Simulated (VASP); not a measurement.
```
CELL_PARAMETERS angstrom
      1.54225    -2.67125     0.00000
      1.54225     2.67125     0.00000
      0.00000     0.00000     5.06426
ATOMIC_POSITIONS crystal
  Si 0.66667 0.33333 0.49966
  Si 0.33333 0.66667 0.99966
  C  0.66667 0.33333 0.87534
  C  0.33333 0.66667 0.37534
```

Computed with vdW-DF-cx, VASP's PBE PAW potentials (set 64) (plane waves; VASP 6.6.1). Settings: 520 eV cut-off, 9×9×5 Γ-centred mesh, tetrahedra with Blöchl corrections, potentials Si C.

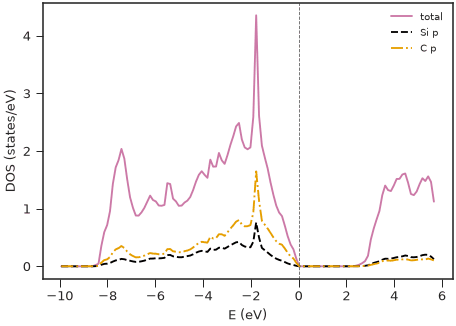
Fig. 1. Total and projected density of states, zero at the valence-band maximum

Within 2 eV below the valence-band maximum the largest weight inside VASP's projection spheres is C p, then Si p.

The gap is indirect, 2.21 eV, from the valence maximum at Γ to the conduction minimum at K.

The compound is SiC in the wurtzite structure, the rare 2H polytype. It was relaxed first.
